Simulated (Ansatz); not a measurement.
# SiO (triplet): one geometry, many settings at distance Si1–O2 = 1.896 Å

What do other methods and options give for SiO (triplet) at this geometry, and how long do they take?

Computed with Ansatz 0.2.0, Gaussian basis. Level: the settings change from run to run.

26 further runs of the same task are left out: 5 for a known fault of the program, 19 that didn't finish, 2 set aside as unsound or not needed. Runs told in other sessions of the task aren't counted.

### 1 What is computed

The geometry derives from a PBE0/def2-TZVP stationary point (not a proven minimum). One bond is set to the value named and the two fragments are kept rigid.

2 atoms, charge 0, spin multiplicity 3.

Atoms are counted from 1 here; the program's logs count them from 0.

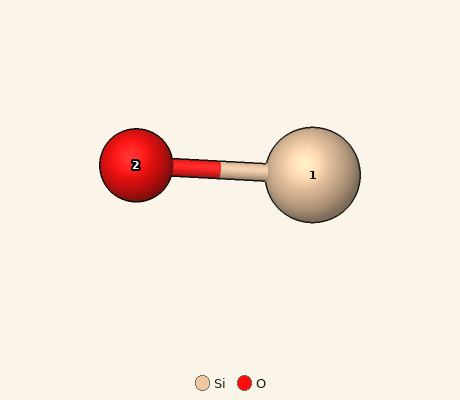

The geometry (silicon light orange, oxygen red); atoms are numbered from 1 in the order of the file.

### 2 CASCI(4,3)/6-31G

in.yaml reads:

```yaml
crystal:
  periodic: [false, false, false]
  atoms:
    - {symbol: Si, position_ang: [0.000000, 0.000000, 0.000000]}
    - {symbol: O, position_ang: [0.000000, 0.000000, 1.896000]}
basis:
  gaussian: {orbitals: 6-31G}
magnetization: {spin_polarized: false, initial_magnetization: 2}
correlation: {active_space: {window: {electrons: 4, orbitals: 3}, fixed_orbitals: true, states: [{multiplicity: 3, weights: [0.5, 0.5]}]}}
scf: {lower_state_search: full}
output: {forces: true}
```

The run is started by

```console
$ ansatz run in.yaml --threads 1 --pin off --events-out ev --progress --plain --max-ram 2393MiB
```

The log of the run (excerpt; [...] marks lines left out):

```text
Functional definition: HF
  name "HF"
  cite "Fock, Z. Phys. 61, 126 (1930) doi:10.1007/BF01340294"
  parent pbe
[...]
391 factors; integrals over basis functions are off by at most 4.0e-8 eV
[...]
mean field -9895.26922157 eV, -363.6444366384 hartree, gradient 8.1e-7 eV, S^2 2.000000; 21 other end points of the search recorded, 0 dependent functions left out
reference -9895.26922157 eV, -363.6444366384 hartree; 12, 10 occupied and 10, 12 virtual orbitals, 391 factors
state -9895.26922157 eV, -363.6444366384 hartree
state -9891.63808312 eV, -363.5109947615 hartree
[...]
Total energy: -9893.45365235 eV, -363.5777157000 hartree
Atom 0 at     0.000000     0.000000     0.000000 Å, force    -0.000000    -0.000000     1.242080 eV/Å
Atom 1 at     0.000000     0.000000     1.896000 Å, force    -0.000000     0.000000    -1.242080 eV/Å
Dipole moment:     0.000000    -0.000000    -0.498714 e Å
```

Run time: 0.6 s. Hardware: 1 thread of Arm Neoverse V2, shared host.

From the report: 5 determinants; active occupations (of the averaged states) 1.50, 1.50, 1.00.

### 3 CCSD on ROHF/cc-pVTZ-DK

in.yaml reads:

```yaml
crystal:
  periodic: [false, false, false]
  atoms:
    - {symbol: Si, position_ang: [0.000000, 0.000000, 0.000000]}
    - {symbol: O, position_ang: [0.000000, 0.000000, 1.896000]}
basis:
  gaussian: {orbitals: cc-pVTZ-DK}
magnetization: {spin_polarized: false, initial_magnetization: 2}
hamiltonian: {pseudopotentials: {relativity: scalar}}
correlation: {method: ccsd, electrons: valence}
accuracy: high
scf: {omitted_lower_state_checks: [cluster_reference]}
```

Same command.

The log of the run (excerpt; [...] marks lines left out):

```text
Functional definition: HF
  name "HF"
  cite "Fock, Z. Phys. 61, 126 (1930) doi:10.1007/BF01340294"
  parent pbe
[...]
884 factors; integrals over basis functions are off by at most 3.3e-9 eV
[...]
mean field -9915.31464671 eV, -364.3810924250 hartree, gradient 1.7e-8 eV, S^2 2.000000; 16 other end points of the search recorded, 0 dependent functions left out
6 core orbitals not correlated: weight in the atoms' cores, before any rotation towards them, 1.000 or more for the frozen orbitals, at most 0.000 for the correlated occupied ones
reference -9915.31464671 eV, -364.3810924250 hartree; 6, 4 occupied and 52, 54 virtual orbitals, 884 factors
second order -7.23155035 eV of doubles, -0.16274983 eV of singles
cycle   1  -7.72940584 eV  change   -3.3e-1 eV  update   8.8e-2
[...]
cycle  31  -8.06500680 eV  change  -7.5e-11 eV  update  9.4e-10
Total energy: -9923.37965351 eV, -364.6774759582 hartree
Relativity: scalar
Checks for a lower state left out: cluster_reference
```

Run time: 5.5 s. Hardware: 1 thread of Arm Neoverse V2, shared host; peak memory 0.27 GiB.

From the report: correlation -8.0650 eV; T1 0.029; largest double amplitude 0.07.

### 4 CCSD(T) on UHF/def2-SVP

in.yaml reads:

```yaml
crystal:
  periodic: [false, false, false]
  atoms:
    - {symbol: Si, position_ang: [0.000000, 0.000000, 0.000000]}
    - {symbol: O, position_ang: [0.000000, 0.000000, 1.896000]}
basis:
  gaussian: {orbitals: def2-SVP}
magnetization: {spin_polarized: true, initial_magnetization: 2}
hamiltonian: {pseudopotentials: {relativity: scalar}}
correlation: {method: ccsd_t, electrons: outside_noble_gas}
```

Launched as before.

The log of the run (excerpt; [...] marks lines left out):

```text
Functional definition: HF
  name "HF"
  cite "Fock, Z. Phys. 61, 126 (1930) doi:10.1007/BF01340294"
  parent pbe
[...]
294 factors; integrals over basis functions are off by at most 6.6e-4 eV
[...]
mean field -9908.52844213 eV, -364.1317040064 hartree, gradient 4.0e-6 eV, S^2 2.033973; 20 other end points of the search recorded, 0 dependent functions left out
determinant -9908.52844213 eV, -364.1317040064 hartree, with singles and doubles -9914.65943774 eV, -364.3570139393 hartree
determinant -9908.27108193 eV, -364.1222461936 hartree, with singles and doubles -9914.36945676 eV, -364.3463573350 hartree
determinant -9907.12911619 eV, -364.0802797267 hartree, with singles and doubles -9913.67064979 eV, -364.3206766526 hartree
determinant -9906.55294392 eV, -364.0591057863 hartree, with singles and doubles -9913.11290751 eV, -364.3001800016 hartree
determinant -9905.08093940 eV, -364.0050106178 hartree, with singles and doubles -9910.82796069 eV, -364.2162097550 hartree
determinant -9908.52844213 eV, -364.1317040064 hartree, with singles and doubles -9914.66678832 eV, -364.3572840682 hartree
determinant -9908.27108193 eV, -364.1222461936 hartree, with singles and doubles -9914.37166502 eV, -364.3464384871 hartree
6 core orbitals not correlated: weight in the atoms' cores, before any rotation towards them, 1.000 or more for the frozen orbitals, at most 0.000 for the correlated occupied ones
reference -9908.52844213 eV, -364.1317040064 hartree; 6, 4 occupied and 20, 22 virtual orbitals, 294 factors
second order -5.37776911 eV of doubles, -0.00000000 eV of singles
cycle   1  -6.13834212 eV  change    4.1e-6 eV  update   4.3e-6
perturbative correction -0.17851161 eV, -0.0065601805 hartree
Total energy: -9914.84529586 eV, -364.3638440993 hartree
Relativity: scalar
```

Wall time 2.8 s (1 thread of Arm Neoverse V2, shared host).

From the report: ⟨S²⟩ of the determinant 2.034 (pure triplet: 2.00); correlation -6.3169 eV; T1 0.028; largest double amplitude 0.08.

### 5 CCSD(T) on ROHF/6-31G

in.yaml reads:

```yaml
crystal:
  periodic: [false, false, false]
  atoms:
    - {symbol: Si, position_ang: [0.000000, 0.000000, 0.000000]}
    - {symbol: O, position_ang: [0.000000, 0.000000, 1.896000]}
basis:
  gaussian: {orbitals: 6-31G}
magnetization: {spin_polarized: false, initial_magnetization: 2}
hamiltonian: {pseudopotentials: {relativity: scalar}}
correlation: {method: ccsd_t, electrons: all}
```

Launched as before.

The log of the run (excerpt; [...] marks lines left out):

```text
Functional definition: HF
  name "HF"
  cite "Fock, Z. Phys. 61, 126 (1930) doi:10.1007/BF01340294"
  parent pbe
[...]
218 factors; integrals over basis functions are off by at most 1.8e-4 eV
[...]
mean field -9911.43819490 eV, -364.2386354485 hartree, gradient 9.1e-7 eV, S^2 2.000000; 16 other end points of the search recorded, 0 dependent functions left out
[...]
determinant -9911.43819490 eV, -364.2386354485 hartree, with singles and doubles -9915.29233500 eV, -364.3802724847 hartree
determinant -9911.19155722 eV, -364.2295716809 hartree, with singles and doubles -9915.00414650 eV, -364.3696817525 hartree
determinant -9910.09595585 eV, -364.1893090733 hartree, with singles and doubles -9914.47010791 eV, -364.3500561964 hartree
determinant -9911.43819490 eV, -364.2386354485 hartree, with singles and doubles -9915.30979687 eV, -364.3809141965 hartree
determinant -9911.19155722 eV, -364.2295716809 hartree, with singles and doubles -9915.00746965 eV, -364.3698038763 hartree
reference -9911.43819490 eV, -364.2386354485 hartree; 12, 10 occupied and 10, 12 virtual orbitals, 218 factors
second order -3.38899611 eV of doubles, -0.02104682 eV of singles
cycle   1  -3.87160103 eV  change    9.4e-7 eV  update   3.5e-6
perturbative correction -0.12257614 eV, -0.0045045901 hartree
Total energy: -9915.43237207 eV, -364.3854187520 hartree
Relativity: scalar
```

It took 1.7 s on 1 thread of Arm Neoverse V2, shared host.

From the report: correlation -3.9942 eV; T1 0.021; largest double amplitude 0.09.

### 6 CCSD(T)/6-31G

in.yaml: that of step 5 with these lines changed.

```diff
@@ -8,3 +8,3 @@
 magnetization: {spin_polarized: false, initial_magnetization: 2}
-hamiltonian: {pseudopotentials: {relativity: scalar}}
+hamiltonian: {xc: {name: B3LYP}}
 correlation: {method: ccsd_t, electrons: all}
```

Same command.

The log of the run (excerpt; [...] marks lines left out):

```text
Functional definition: B3LYP
  name "B3LYP"
  cite "Stephens, Devlin, Chabalowski & Frisch, J. Phys. Chem. 98, 11623 (1994) doi:10.1021/j100096a001"
  cite "Becke, Phys. Rev. A 38, 3098 (1988) doi:10.1103/PhysRevA.38.3098"
  cite "Lee, Yang & Parr, Phys. Rev. B 37, 785 (1988) doi:10.1103/PhysRevB.37.785"
  cite "Vosko, Wilk & Nusair, Can. J. Phys. 58, 1200 (1980) doi:10.1139/p80-159"
[...]
215 factors; integrals over basis functions are off by at most 1.8e-4 eV
[...]
mean field -9919.74896291 eV, -364.5440505397 hartree, gradient 2.3e-6 eV, S^2 2.000000; 9 other end points of the search recorded, 0 dependent functions left out
[...]
reference -9894.89248154 eV, -363.6305916975 hartree; 12, 10 occupied and 10, 12 virtual orbitals, 215 factors
second order -3.82834059 eV of doubles, -0.32622530 eV of singles
cycle   1  -3.83764937 eV  change    3.0e-1 eV  update   1.2e-1
[...]
cycle  15  -4.21008931 eV  change   -2.8e-6 eV  update   1.8e-5
perturbative correction -0.17029390 eV, -0.0062581853 hartree
Total energy: -9899.27286475 eV, -363.7915678113 hartree
```

Run time: 3 s. Hardware: 1 thread of Arm Neoverse V2, shared host.

From the report: correlation -4.3804 eV; T1 0.013; largest double amplitude 0.09. The orbitals are Kohn-Sham ones, so correlation energy and T1 don't compare with those on Hartree-Fock orbitals.

### 7 CISD/6-31G

in.yaml: that of step 6 with these lines changed.

```diff
@@ -8,3 +8,4 @@
 magnetization: {spin_polarized: false, initial_magnetization: 2}
-hamiltonian: {xc: {name: B3LYP}}
-correlation: {method: ccsd_t, electrons: all}
+correlation: {active_space: {ras: {orbitals: [4, 2, 10], electrons: 10, max_holes: 2, max_particles: 2}, fixed_orbitals: true}}
+scf: {lower_state_search: off}
+output: {forces: true}
```

Launched as before.

The log of the run (excerpt; [...] marks lines left out):

```text
Functional definition: HF
  name "HF"
  cite "Fock, Z. Phys. 61, 126 (1930) doi:10.1007/BF01340294"
  parent pbe
[...]
215 factors; integrals over basis functions are off by at most 1.8e-4 eV
[...]
mean field -9895.26911608 eV, -363.6444327615 hartree, gradient 7.5e-7 eV, S^2 2.000000; 2 other end points of the search recorded, 0 dependent functions left out
reference -9895.26911608 eV, -363.6444327615 hartree; 12, 10 occupied and 10, 12 virtual orbitals, 215 factors
state -9898.83449558 eV, -363.7754580416 hartree
[...]
Total energy: -9898.83449558 eV, -363.7754580416 hartree
Atom 0 at     0.000000     0.000000     0.000000 Å, force    -0.000000     0.000000     0.781349 eV/Å
Atom 1 at     0.000000     0.000000     1.896000 Å, force     0.000000     0.000000    -0.781349 eV/Å
Dipole moment:    -0.000000     0.000000    -0.415490 e Å
Checks for a lower state left out: starts, cluster_reference, orbital_swaps, neighbouring_geometries, increment
```

Run time: 0.66 s. Hardware: 1 thread of Arm Neoverse V2, shared host.

From the report: 4,580 determinants.

### 8 CCSD/6-31G

in.yaml reads:

```yaml
crystal:
  periodic: [false, false, false]
  atoms:
    - {symbol: Si, position_ang: [0.000000, 0.000000, 0.000000]}
    - {symbol: O, position_ang: [0.000000, 0.000000, 1.896000]}
basis:
  gaussian: {orbitals: 6-31G}
magnetization: {spin_polarized: false, initial_magnetization: 2}
hamiltonian: {xc: {name: PBE}}
correlation: {method: ccsd, electrons: all}
scf: {omitted_lower_state_checks: [cluster_reference]}
output: {forces: true}
```

Launched as before.

The log of the run (excerpt; [...] marks lines left out):

```text
Functional definition: PBE
  name "PBE"
  cite "Perdew, Burke & Ernzerhof, Phys. Rev. Lett. 77, 3865 (1996) doi:10.1103/PhysRevLett.77.3865"
  parent pbe
[...]
215 factors; integrals over basis functions are off by at most 1.8e-4 eV
[...]
mean field -9913.12431654 eV, -364.3005992757 hartree, gradient 1.3e-6 eV, S^2 2.000000; 13 other end points of the search recorded, 0 dependent functions left out
reference -9894.65411328 eV, -363.6218318257 hartree; 12, 10 occupied and 10, 12 virtual orbitals, 215 factors
second order -3.99563097 eV of doubles, -0.53179228 eV of singles
cycle   1  -3.99054895 eV  change    5.0e-1 eV  update   1.4e-1
[...]
cycle  25  -4.43715153 eV  change    5.4e-8 eV  update   1.3e-7
[...]
Total energy: -9899.09126481 eV, -363.7848941367 hartree
Atom 0 at     0.000000     0.000000     0.000000 Å, force    -0.000000    -0.000000     0.843177 eV/Å
Atom 1 at     0.000000     0.000000     1.896000 Å, force     0.000000    -0.000000    -0.843177 eV/Å
Dipole moment:     0.000000    -0.000000    -0.428784 e Å
Checks for a lower state left out: cluster_reference
```

Wall time 4.6 s (1 thread of Arm Neoverse V2, shared host).

From the report: correlation -4.4372 eV; T1 0.018; largest double amplitude 0.10. The orbitals are Kohn-Sham ones, so correlation energy and T1 don't compare with those on Hartree-Fock orbitals.

### 9 CCSDT(Q)/B on UHF/6-31G*

in.yaml reads:

```yaml
crystal:
  periodic: [false, false, false]
  atoms:
    - {symbol: Si, position_ang: [0.000000, 0.000000, 0.000000]}
    - {symbol: O, position_ang: [0.000000, 0.000000, 1.896000]}
basis:
  gaussian: {orbitals: "6-31G*"}
magnetization: {spin_polarized: true, initial_magnetization: 2}
correlation: {method: ccsdt_q_b, electrons: valence}
accuracy: high
```

Launched as before.

The log of the run (excerpt; [...] marks lines left out):

```text
Functional definition: HF
  name "HF"
  cite "Fock, Z. Phys. 61, 126 (1930) doi:10.1007/BF01340294"
  parent pbe
[...]
553 factors; integrals over basis functions are off by at most 3.2e-9 eV
[...]
mean field -9896.19575205 eV, -363.6784860054 hartree, gradient 1.9e-8 eV, S^2 2.030436; 20 other end points of the search recorded, 0 dependent functions left out
determinant -9896.19575205 eV, -363.6784860054 hartree, with singles and doubles -9902.16721465 eV, -363.8979332084 hartree
determinant -9895.94226719 eV, -363.6691706086 hartree, with singles and doubles -9901.88069828 eV, -363.8874039258 hartree
determinant -9894.74121744 eV, -363.6250328443 hartree, with singles and doubles -9901.14914017 eV, -363.8605196614 hartree
determinant -9894.21655120 eV, -363.6057517157 hartree, with singles and doubles -9900.62205917 eV, -363.8411497918 hartree
determinant -9892.74513123 eV, -363.5516780293 hartree, with singles and doubles -9898.30229332 eV, -363.7558999691 hartree
determinant -9896.19575205 eV, -363.6784860054 hartree, with singles and doubles -9902.17437026 eV, -363.8981961721 hartree
determinant -9895.94226719 eV, -363.6691706086 hartree, with singles and doubles -9901.88279103 eV, -363.8874808333 hartree
6 core orbitals not correlated: weight in the atoms' cores, before any rotation towards them, 1.000 or more for the frozen orbitals, at most 0.000 for the correlated occupied ones
reference -9896.19575205 eV, -363.6784860054 hartree; 6, 4 occupied and 22, 24 virtual orbitals, 553 factors
second order -5.25016378 eV of doubles, -0.00000000 eV of singles
cycle   1  -5.63162558 eV  change   -3.8e-1 eV  update   9.8e-2
[...]
cycle  53  -6.28873338 eV  change  -1.6e-10 eV  update  1.4e-10
perturbative correction -0.07474672 eV, -0.0027468913 hartree
Total energy: -9902.55923215 eV, -363.9123395858 hartree
```

It took 16 s on 1 thread of Arm Neoverse V2, shared host.

From the report: ⟨S²⟩ of the determinant 2.030 (pure triplet: 2.00); correlation -6.3635 eV; T1 0.034; largest double amplitude 0.44.

### 10 CASCI(6,5)/6-31G

in.yaml reads:

```yaml
crystal:
  periodic: [false, false, false]
  atoms:
    - {symbol: Si, position_ang: [0.000000, 0.000000, 0.000000]}
    - {symbol: O, position_ang: [0.000000, 0.000000, 1.896000]}
basis:
  gaussian: {orbitals: 6-31G, point_charges: [{charge: -0.50, position_ang: [4.247, -0.277, 0.847]}]}
magnetization: {spin_polarized: false, initial_magnetization: 2}
correlation: {active_space: {window: {electrons: 6, orbitals: 5}, fixed_orbitals: true}}
output: {forces: true}
```

Same command.

The log of the run (excerpt; [...] marks lines left out):

```text
Functional definition: HF
  name "HF"
  cite "Fock, Z. Phys. 61, 126 (1930) doi:10.1007/BF01340294"
  parent pbe
[...]
215 factors; integrals over basis functions are off by at most 1.8e-4 eV
[...]
mean field -9895.36566375 eV, -363.6479808231 hartree, gradient 2.3e-6 eV, S^2 2.000000; 18 other end points of the search recorded, 0 dependent functions left out
reference -9895.36566375 eV, -363.6479808231 hartree; 12, 10 occupied and 10, 12 virtual orbitals, 215 factors
state -9895.50043823 eV, -363.6529336940 hartree
[...]
Total energy: -9895.50043823 eV, -363.6529336940 hartree
Atom 0 at     0.000000     0.000000     0.000000 Å, force     0.175047    -0.011417     1.818619 eV/Å
Atom 1 at     0.000000     0.000000     1.896000 Å, force    -0.111978     0.007303    -1.756050 eV/Å
Dipole moment:     0.076116    -0.004964    -0.525118 e Å
```

Run time: 0.54 s. Hardware: 1 thread of Arm Neoverse V2, shared host.

From the report: 100 determinants; active occupations 1.99, 1.93, 1.06, 0.94, 0.07.

### 11 All runs side by side

Where basis and cores are those of an earlier FCI/6-31G run (-9899.3524 eV), and the records show the same count of frozen orbitals and kind of state, the miss against it is given; a blank cell means that this couldn't be shown.

```
                                    level         correlated  functions  energy (eV)  from FCI (meV)    time
CASCI(4,3)/6-31G (mean of several states)                            22   -9893.4537                   0.6 s
 CCSD on ROHF/cc-pVTZ-DK (relativity set)            valence         64   -9923.3797                   5.5 s
 CCSD(T) on UHF/def2-SVP (relativity set)  outside noble gas         32   -9914.8453                   2.8 s
   CCSD(T) on ROHF/6-31G (relativity set)                all         22   -9915.4324                   1.7 s
        CCSD(T)/6-31G (on B3LYP orbitals)                all         22   -9899.2729                     3 s
                               CISD/6-31G  outside noble gas         22   -9898.8345           517.9  0.66 s
             CCSD/6-31G (on PBE orbitals)                all         22   -9899.0913                   4.6 s
                 CCSDT(Q)/B on UHF/6-31G*            valence         34   -9902.5592                    16 s
 CASCI(6,5)/6-31G (beside a point charge)                            22   -9895.5004                  0.54 s
```

### 12 Results

| quantity | value |
| --- | --- |
| runs | 9 |
| quickest | CASCI(6,5)/6-31G (beside a point charge), 0.54 s |
| slowest | CCSDT(Q)/B on UHF/6-31G*, 16 s |

**Reading.** Total energies in different bases, with other cores or another treatment of relativity can't be set against each other. CCSDT(Q)/B on UHF/6-31G* took 29 times as long as CASCI(6,5)/6-31G (beside a point charge); the jobs differ in more than the method.
